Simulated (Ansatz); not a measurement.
# SnH2+ (doublet): correlated methods under varied settings at distance Sn1–H2 = 2.667 Å

What do other methods and options give for SnH2+ (doublet) at this geometry, and how long do they take?

The runs use Ansatz 0.2.0, Gaussian basis; the settings change from run to run.

25 further runs of the same task are left out: 6 for a known fault of the program, 19 that didn't finish.

### Step 1. The system

The geometry derives from a PBE0/def2-TZVP stationary point (not a proven minimum). One bond is set to the value named and the two fragments are kept rigid. No spin-orbit coupling is included. Elements past krypton take def2 core potentials.

3 atoms, charge 1, spin multiplicity 2.

Atoms are counted from 1 here; the program's logs count them from 0.

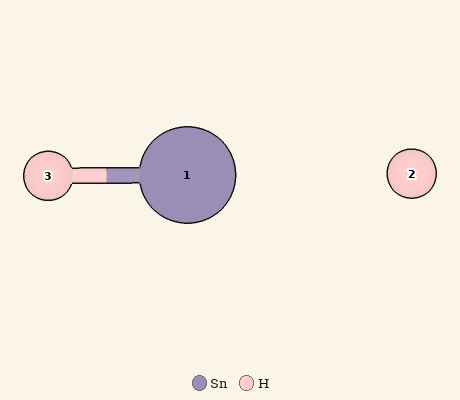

The structure; tin purple, hydrogen pink; atoms are numbered from 1 in the order of the file.

### Step 2. MRCISD+Q(5,4)/def2-SVP

in.yaml reads:

```yaml
crystal:
  periodic: [false, false, false]
  atoms:
    - {symbol: Sn, position_ang: [0.000000, 0.000000, 0.337200]}
    - {symbol: H, position_ang: [0.000000, 0.000000, -2.329800]}
    - {symbol: H, position_ang: [0.000000, 0.000000, 1.992600]}
basis:
  gaussian: {orbitals: def2-SVP}
total_charge: 1
magnetization: {spin_polarized: false, initial_magnetization: 1}
correlation: {method: fic_mrcisd_q, electrons: outside_noble_gas, active_space: {window: {electrons: 5, orbitals: 4}, states: [{multiplicity: 2, weights: [1, 0.5, 1]}, {multiplicity: 4, weights: [1]}]}}
accuracy: high
```

On the command line:

```console
$ ansatz run in.yaml --threads 1 --pin off --events-out ev --progress --plain --max-ram 2393MiB
```

Output:

```text
Functional definition: HF
  name "HF"
  cite "Fock, Z. Phys. 61, 126 (1930) doi:10.1007/BF01340294"
  parent pbe
  exchange = exact_x
  correlation = 0
792 factors; integrals over basis functions are off by at most 3.0e-9 eV
mean field evaluation 1: about -5825.6939 eV, gradient 7.4e0 eV
mean field evaluation 2: about -5825.7146 eV, gradient 7.4e0 eV
mean field evaluation 4: about -5826.9510 eV, gradient 1.4e0 eV
mean field evaluation 8: about -5826.9744 eV, gradient 7.5e-2 eV
mean field evaluation 16: about -5820.7632 eV, gradient 1.2e1 eV
mean field evaluation 32: about -5824.3948 eV, gradient 9.6e-1 eV
mean field -5826.97445277 eV, -214.1373614740 hartree, gradient 2.6e-8 eV, S^2 0.750000; 3 other end points of the search recorded, 0 dependent functions left out
reference -5826.97445277 eV, -214.1373614740 hartree; 12, 11 occupied and 24, 25 virtual orbitals, 792 factors
state -5827.15737982 eV, -214.1440839194 hartree
state -5825.88677168 eV, -214.0973899315 hartree
state -5823.57781202 eV, -214.0125372289 hartree
contracted CI cycle   1: correlation 0.00000000 eV, 0.0000000000 hartree, residual 8.61e0 eV
contracted CI cycle   2: correlation -1.55624396 eV, -0.0571909108 hartree, residual 2.05e0 eV
contracted CI cycle   3: correlation -1.65987111 eV, -0.0609991382 hartree, residual 6.70e-1 eV
contracted CI cycle   4: correlation -1.67236163 eV, -0.0614581565 hartree, residual 2.43e-1 eV
contracted CI cycle   5: correlation -1.67399849 eV, -0.0615183097 hartree, residual 8.81e-2 eV
contracted CI cycle   6: correlation -1.67424909 eV, -0.0615275194 hartree, residual 4.42e-2 eV
contracted CI cycle   7: correlation -1.67430264 eV, -0.0615294870 hartree, residual 1.76e-2 eV
contracted CI cycle   8: correlation -1.67430993 eV, -0.0615297551 hartree, residual 5.38e-3 eV
contracted CI cycle   9: correlation -1.67431054 eV, -0.0615297776 hartree, residual 1.61e-3 eV
contracted CI cycle  10: correlation -1.67431059 eV, -0.0615297794 hartree, residual 4.13e-4 eV
contracted CI cycle  11: correlation -1.67431060 eV, -0.0615297796 hartree, residual 1.21e-4 eV
contracted CI cycle  12: correlation -1.67431060 eV, -0.0615297796 hartree, residual 3.41e-5 eV
contracted CI cycle  13: correlation -1.67431060 eV, -0.0615297796 hartree, residual 1.07e-5 eV
contracted CI cycle  14: correlation -1.67431060 eV, -0.0615297796 hartree, residual 3.11e-6 eV
state -5827.15737982 eV, -214.1440839194 hartree; corrected -5828.92438928 eV, -214.2090203193 hartree
contracted CI cycle   1: correlation 0.00000000 eV, 0.0000000000 hartree, residual 7.90e0 eV
contracted CI cycle   2: correlation -1.43813967 eV, -0.0528506582 hartree, residual 1.77e0 eV
contracted CI cycle   3: correlation -1.51094688 eV, -0.0555262735 hartree, residual 4.44e-1 eV
contracted CI cycle   4: correlation -1.51573556 eV, -0.0557022543 hartree, residual 1.30e-1 eV
contracted CI cycle   5: correlation -1.51615253 eV, -0.0557175780 hartree, residual 3.91e-2 eV
contracted CI cycle   6: correlation -1.51618873 eV, -0.0557189081 hartree, residual 1.33e-2 eV
contracted CI cycle   7: correlation -1.51619256 eV, -0.0557190488 hartree, residual 4.32e-3 eV
contracted CI cycle   8: correlation -1.51619297 eV, -0.0557190638 hartree, residual 1.12e-3 eV
contracted CI cycle   9: correlation -1.51619299 eV, -0.0557190647 hartree, residual 3.00e-4 eV
contracted CI cycle  10: correlation -1.51619299 eV, -0.0557190647 hartree, residual 8.38e-5 eV
contracted CI cycle  11: correlation -1.51619299 eV, -0.0557190647 hartree, residual 2.18e-5 eV
contracted CI cycle  12: correlation -1.51619299 eV, -0.0557190647 hartree, residual 5.62e-6 eV
state -5825.88677168 eV, -214.0973899315 hartree; corrected -5827.47604692 eV, -214.1557947192 hartree
contracted CI cycle   1: correlation 0.00000000 eV, 0.0000000000 hartree, residual 8.07e0 eV
contracted CI cycle   2: correlation -1.87774787 eV, -0.0690059614 hartree, residual 2.08e0 eV
contracted CI cycle   3: correlation -1.98715020 eV, -0.0730264231 hartree, residual 5.70e-1 eV
contracted CI cycle   4: correlation -1.99613374 eV, -0.0733565620 hartree, residual 1.84e-1 eV
contracted CI cycle   5: correlation -1.99707439 eV, -0.0733911301 hartree, residual 6.43e-2 eV
contracted CI cycle   6: correlation -1.99717474 eV, -0.0733948178 hartree, residual 2.03e-2 eV
contracted CI cycle   7: correlation -1.99718403 eV, -0.0733951593 hartree, residual 5.49e-3 eV
contracted CI cycle   8: correlation -1.99718463 eV, -0.0733951812 hartree, residual 1.29e-3 eV
contracted CI cycle   9: correlation -1.99718467 eV, -0.0733951827 hartree, residual 3.42e-4 eV
contracted CI cycle  10: correlation -1.99718467 eV, -0.0733951828 hartree, residual 1.07e-4 eV
contracted CI cycle  11: correlation -1.99718467 eV, -0.0733951828 hartree, residual 2.81e-5 eV
contracted CI cycle  12: correlation -1.99718467 eV, -0.0733951828 hartree, residual 8.52e-6 eV
contracted CI cycle  13: correlation -1.99718467 eV, -0.0733951828 hartree, residual 2.55e-6 eV
state -5823.57781202 eV, -214.0125372289 hartree; corrected -5825.73683014 eV, -214.0918796813 hartree
state -5824.96934536 eV, -214.0636751358 hartree
contracted CI cycle   1: correlation 0.00000000 eV, 0.0000000000 hartree, residual 7.65e0 eV
contracted CI cycle   2: correlation -1.41181771 eV, -0.0518833439 hartree, residual 1.67e0 eV
contracted CI cycle   3: correlation -1.47989414 eV, -0.0543851066 hartree, residual 4.11e-1 eV
contracted CI cycle   4: correlation -1.48451657 eV, -0.0545549777 hartree, residual 1.27e-1 eV
contracted CI cycle   5: correlation -1.48491318 eV, -0.0545695530 hartree, residual 3.79e-2 eV
contracted CI cycle   6: correlation -1.48495081 eV, -0.0545709359 hartree, residual 1.11e-2 eV
contracted CI cycle   7: correlation -1.48495388 eV, -0.0545710486 hartree, residual 3.01e-3 eV
contracted CI cycle   8: correlation -1.48495407 eV, -0.0545710554 hartree, residual 7.31e-4 eV
contracted CI cycle   9: correlation -1.48495408 eV, -0.0545710559 hartree, residual 2.05e-4 eV
contracted CI cycle  10: correlation -1.48495408 eV, -0.0545710559 hartree, residual 5.52e-5 eV
contracted CI cycle  11: correlation -1.48495408 eV, -0.0545710559 hartree, residual 1.59e-5 eV
contracted CI cycle  12: correlation -1.48495408 eV, -0.0545710559 hartree, residual 3.57e-6 eV
state -5824.96934536 eV, -214.0636751358 hartree; corrected -5826.52923938 eV, -214.1210001837 hartree
Total energy: -5827.12242350 eV, -214.1427992982 hartree
```

Run time: 1.7 s. Hardware: 1 thread of Intel Xeon Platinum 8488C, shared host.

From the report: 12 determinants; active occupations (of the averaged states) 1.99, 1.35, 0.93, 0.73.

### Step 3. BCCD(T) on UHF/def2-SVP

in.yaml reads:

```yaml
crystal:
  periodic: [false, false, false]
  atoms:
    - {symbol: Sn, position_ang: [0.000000, 0.000000, 0.337200]}
    - {symbol: H, position_ang: [0.000000, 0.000000, -2.329800]}
    - {symbol: H, position_ang: [0.000000, 0.000000, 1.992600]}
basis:
  gaussian: {orbitals: def2-SVP, point_charges: [{charge: -0.50, position_ang: [4.626, -0.001, -0.019]}]}
total_charge: 1
magnetization: {spin_polarized: true, initial_magnetization: 1}
correlation: {method: bccd_t, electrons: outside_noble_gas}
output: {forces: true}
```

The command is unchanged.

Output, cut to the lines that bear on the results:

```text
Functional definition: HF
  name "HF"
  cite "Fock, Z. Phys. 61, 126 (1930) doi:10.1007/BF01340294"
  parent pbe
[...]
444 factors; integrals over basis functions are off by at most 5.3e-4 eV
[...]
mean field -5828.60515869 eV, -214.1972888115 hartree, gradient 1.0e-6 eV, S^2 0.759506; 11 other end points of the search recorded, 0 dependent functions left out
determinant -5828.60515869 eV, -214.1972888115 hartree, with singles and doubles -5830.46862072 eV, -214.2657697778 hartree
determinant -5827.36301889 eV, -214.1516410155 hartree, with singles and doubles -5828.85355734 eV, -214.2064172936 hartree
determinant -5826.85502764 eV, -214.1329726815 hartree, with singles and doubles -5828.56302489 eV, -214.1957404229 hartree
determinant -5826.73281429 eV, -214.1284814239 hartree, with singles and doubles -5828.44292620 eV, -214.1913268773 hartree
[...]
9 core orbitals not correlated: weight in the atoms' cores, before any rotation towards them, 0.999 or more for the frozen orbitals, at most 0.001 for the correlated occupied ones
reference -5828.60515869 eV, -214.1972888115 hartree; 3, 2 occupied and 24, 25 virtual orbitals, 444 factors
second order -1.33583350 eV of doubles, -0.00000000 eV of singles
cycle   1  -1.86057474 eV  change   -4.4e-2 eV  update   1.0e-2
[...]
cycle  18  -1.86300707 eV  change   -1.1e-8 eV  update   8.1e-8
perturbative correction -0.02341291 eV, -0.0008604087 hartree
[...]
Total energy: -5830.49157867 eV, -214.2666134671 hartree
Atom 0 at     0.000000     0.000000     0.337200 Å, force     0.307008    -0.000066    -1.582971 eV/Å
Atom 1 at     0.000000     0.000000    -2.329800 Å, force     0.012935    -0.000003    -0.339438 eV/Å
Atom 2 at     0.000000     0.000000     1.992600 Å, force     0.048784    -0.000011     1.884018 eV/Å
Dipole moment:     0.081576    -0.000018     0.065681 e Å
```

It took 2.3 s on 1 thread of Intel Xeon Platinum 8488C, shared host.

From the report: ⟨S²⟩ of the determinant 0.760 (pure doublet: 0.75); correlation -1.8864 eV; largest double amplitude 0.07.

### Step 4. BCCD on ROHF/def2-SVP

in.yaml reads:

```yaml
crystal:
  periodic: [false, false, false]
  atoms:
    - {symbol: Sn, position_ang: [0.000000, 0.000000, 0.337200]}
    - {symbol: H, position_ang: [0.000000, 0.000000, -2.329800]}
    - {symbol: H, position_ang: [0.000000, 0.000000, 1.992600]}
basis:
  gaussian: {orbitals: def2-SVP}
total_charge: 1
magnetization: {spin_polarized: false, initial_magnetization: 1}
correlation: {method: bccd, electrons: outside_noble_gas}
scf: {omitted_lower_state_checks: [cluster_reference]}
output: {forces: true}
```

Launched as before.

Output, cut to the lines that bear on the results:

```text
Functional definition: HF
  name "HF"
  cite "Fock, Z. Phys. 61, 126 (1930) doi:10.1007/BF01340294"
  parent pbe
[...]
444 factors; integrals over basis functions are off by at most 5.3e-4 eV
[...]
mean field -5826.97442292 eV, -214.1373603773 hartree, gradient 2.6e-6 eV, S^2 0.750000; 3 other end points of the search recorded, 0 dependent functions left out
9 core orbitals not correlated: weight in the atoms' cores, before any rotation towards them, 0.999 or more for the frozen orbitals, at most 0.001 for the correlated occupied ones
reference -5826.97442292 eV, -214.1373603773 hartree; 3, 2 occupied and 24, 25 virtual orbitals, 444 factors
second order -1.34649977 eV of doubles, -0.01161289 eV of singles
cycle   1  -1.70958058 eV  change   -3.5e-1 eV  update   5.9e-2
[...]
cycle  12  -1.89102918 eV  change   -6.7e-7 eV  update   1.3e-6
[...]
Total energy: -5828.86545210 eV, -214.2068544179 hartree
Atom 0 at     0.000000     0.000000     0.337200 Å, force     0.000000     0.000000    -1.493825 eV/Å
Atom 1 at     0.000000     0.000000    -2.329800 Å, force    -0.000000     0.000000    -0.358250 eV/Å
Atom 2 at     0.000000     0.000000     1.992600 Å, force    -0.000000    -0.000000     1.852076 eV/Å
Dipole moment:    -0.000000    -0.000000     0.070890 e Å
Checks for a lower state left out: cluster_reference
```

It took 1.2 s on 1 thread of Intel Xeon Platinum 8488C, shared host.

From the report: correlation -1.8910 eV; largest double amplitude 0.07.

### Step 5. BCCD/def2-SVP

in.yaml, as its differences from that of step 4:

```diff
@@ -9,5 +9,4 @@
 total_charge: 1
-magnetization: {spin_polarized: false, initial_magnetization: 1}
+magnetization: {spin_polarized: true, initial_magnetization: 1}
+hamiltonian: {xc: {name: B3LYP}}
 correlation: {method: bccd, electrons: outside_noble_gas}
-scf: {omitted_lower_state_checks: [cluster_reference]}
-output: {forces: true}
```

The command is unchanged.

Output, cut to the lines that bear on the results:

```text
Functional definition: B3LYP
  name "B3LYP"
  cite "Stephens, Devlin, Chabalowski & Frisch, J. Phys. Chem. 98, 11623 (1994) doi:10.1021/j100096a001"
  cite "Becke, Phys. Rev. A 38, 3098 (1988) doi:10.1103/PhysRevA.38.3098"
  cite "Lee, Yang & Parr, Phys. Rev. B 37, 785 (1988) doi:10.1103/PhysRevB.37.785"
  cite "Vosko, Wilk & Nusair, Can. J. Phys. 58, 1200 (1980) doi:10.1139/p80-159"
[...]
444 factors; integrals over basis functions are off by at most 5.3e-4 eV
[...]
mean field -5854.63898575 eV, -215.1540143096 hartree, gradient 6.0e-6 eV, S^2 0.753579; 2 other end points of the search recorded, 0 dependent functions left out
9 core orbitals not correlated: weight in the atoms' cores, before any rotation towards them, 0.998 or more for the frozen orbitals, at most 0.001 for the correlated occupied ones
reference -5826.72391646 eV, -214.1281544347 hartree; 3, 2 occupied and 24, 25 virtual orbitals, 444 factors
second order -1.41507195 eV of doubles, -0.13368366 eV of singles
cycle   1  -1.88685101 eV  change   -3.4e-1 eV  update   5.6e-2
[...]
cycle  11  -2.05239829 eV  change   -1.6e-6 eV  update   4.8e-6
Total energy: -5828.77631475 eV, -214.2035786805 hartree
```

Wall time 1.3 s (1 thread of Intel Xeon Platinum 8488C, shared host).

From the report: ⟨S²⟩ of the determinant 0.754 (pure doublet: 0.75); correlation -2.0524 eV; largest double amplitude 0.07.

### Step 6. BCCD(T) on UHF/def2-SVP

in.yaml, as its differences from that of step 5:

```diff
@@ -10,3 +10,3 @@
 magnetization: {spin_polarized: true, initial_magnetization: 1}
-hamiltonian: {xc: {name: B3LYP}}
-correlation: {method: bccd, electrons: outside_noble_gas}
+correlation: {method: bccd_t, electrons: valence}
+scf: {lower_state_search: light}
```

The command is unchanged.

Output, cut to the lines that bear on the results:

```text
Functional definition: HF
  name "HF"
  cite "Fock, Z. Phys. 61, 126 (1930) doi:10.1007/BF01340294"
  parent pbe
[...]
444 factors; integrals over basis functions are off by at most 5.3e-4 eV
[...]
mean field -5826.99851579 eV, -214.1382457740 hartree, gradient 2.0e-6 eV, S^2 0.756565; 8 other end points of the search recorded, 0 dependent functions left out
determinant -5826.99851579 eV, -214.1382457740 hartree, with singles and doubles -5829.48869538 eV, -214.2297581860 hartree
determinant -5825.76123169 eV, -214.0927764219 hartree, with singles and doubles -5827.88689906 eV, -214.1708932567 hartree
determinant -5825.26166534 eV, -214.0744176972 hartree, with singles and doubles -5827.60901306 eV, -214.1606811346 hartree
determinant -5824.61037696 eV, -214.0504832904 hartree, with singles and doubles -5826.73632192 eV, -214.1286103269 hartree
determinant -5824.38955673 eV, -214.0423682966 hartree, with singles and doubles -5827.94235751 eV, -214.1729313172 hartree
4 core orbitals not correlated: weight in the atoms' cores, before any rotation towards them, 1.000 or more for the frozen orbitals, at most 0.000 for the correlated occupied ones
reference -5826.99851579 eV, -214.1382457740 hartree; 8, 7 occupied and 24, 25 virtual orbitals, 444 factors
second order -1.93634628 eV of doubles, -0.00000000 eV of singles
cycle   1  -2.48769627 eV  change   -8.6e-2 eV  update   1.2e-2
[...]
cycle   8  -2.49214831 eV  change    9.8e-7 eV  update   1.5e-5
perturbative correction -0.05419877 eV, -0.0019917680 hartree
Total energy: -5829.54486287 eV, -214.2318223031 hartree
```

Wall time 1.9 s (1 thread of Intel Xeon Platinum 8488C, shared host).

From the report: ⟨S²⟩ of the determinant 0.757 (pure doublet: 0.75); correlation -2.5463 eV; largest double amplitude 0.07.

### Step 7. BCCD(T) on ROHF/def2-TZVP

in.yaml reads:

```yaml
crystal:
  periodic: [false, false, false]
  atoms:
    - {symbol: Sn, position_ang: [0.000000, 0.000000, 0.337200]}
    - {symbol: H, position_ang: [0.000000, 0.000000, -2.329800]}
    - {symbol: H, position_ang: [0.000000, 0.000000, 1.992600]}
basis:
  gaussian: {orbitals: def2-TZVP}
total_charge: 1
magnetization: {spin_polarized: false, initial_magnetization: 1}
correlation: {method: bccd_t, electrons: outside_noble_gas}
output: {forces: true}
```

Same command.

Output, cut to the lines that bear on the results:

```text
Functional definition: HF
  name "HF"
  cite "Fock, Z. Phys. 61, 126 (1930) doi:10.1007/BF01340294"
  parent pbe
[...]
580 factors; integrals over basis functions are off by at most 7.2e-4 eV
[...]
mean field -5827.16282611 eV, -214.1442840667 hartree, gradient 4.0e-6 eV, S^2 0.750000; 3 other end points of the search recorded, 0 dependent functions left out
determinant -5827.16282611 eV, -214.1442840667 hartree, with singles and doubles -5829.30075838 eV, -214.2228516286 hartree
determinant -5824.50753292 eV, -214.0467038419 hartree, with singles and doubles -5827.82315304 eV, -214.1685506338 hartree
9 core orbitals not correlated: weight in the atoms' cores, before any rotation towards them, 0.998 or more for the frozen orbitals, at most 0.001 for the correlated occupied ones
reference -5827.16282611 eV, -214.1442840667 hartree; 3, 2 occupied and 50, 51 virtual orbitals, 580 factors
second order -1.57284268 eV of doubles, -0.01196496 eV of singles
cycle   1  -2.08479142 eV  change   -1.3e-1 eV  update   1.8e-2
[...]
cycle  11  -2.09170842 eV  change   -2.5e-6 eV  update   1.8e-6
perturbative correction -0.03386016 eV, -0.0012443381 hartree
[...]
Total energy: -5829.28839470 eV, -214.2223972715 hartree
Atom 0 at     0.000000     0.000000     0.337200 Å, force    -0.000000     0.000000    -1.478387 eV/Å
Atom 1 at     0.000000     0.000000    -2.329800 Å, force     0.000000     0.000000    -0.306348 eV/Å
Atom 2 at     0.000000     0.000000     1.992600 Å, force    -0.000000    -0.000000     1.784735 eV/Å
Dipole moment:     0.000000     0.000000     0.067526 e Å
```

Run time: 6 s. Hardware: 1 thread of Intel Xeon Platinum 8488C, shared host; peak memory 0.34 GiB.

From the report: correlation -2.1256 eV; largest double amplitude 0.06.

### Step 8. All runs side by side

Where basis and cores are those of an earlier FCI/def2-SVP run (-5828.8979 eV), and the state is the same kind, the miss against it is given.

```tsv
level	correlated	functions	energy (eV)	from FCI (meV)	time
MRCISD+Q(5,4)/def2-SVP (mean of several states)	outside noble gas	36	-5827.1224		1.7 s
BCCD(T) on UHF/def2-SVP (beside a point charge)	outside noble gas	36	-5830.4916		2.3 s
BCCD on ROHF/def2-SVP	outside noble gas	36	-5828.8655	32.4	1.2 s
BCCD/def2-SVP (on B3LYP orbitals)	outside noble gas	36	-5828.7763	121.5	1.3 s
BCCD(T) on UHF/def2-SVP	valence	36	-5829.5449		1.9 s
BCCD(T) on ROHF/def2-TZVP	outside noble gas	62	-5829.2884		6 s
```

### Step 9. What came out

```
quantity                           value
    runs                               6
quickest    BCCD on ROHF/def2-SVP, 1.2 s
 slowest  BCCD(T) on ROHF/def2-TZVP, 6 s
```

**Reading.** Total energies in different bases, with other cores or another treatment of relativity can't be set against each other. BCCD(T) on ROHF/def2-TZVP took 5 times as long as BCCD on ROHF/def2-SVP; the jobs differ in more than the method. Among the correlated runs with a miss given, it spans +32 to +122 meV. Cores frozen from Kohn-Sham orbitals shift the total energy.
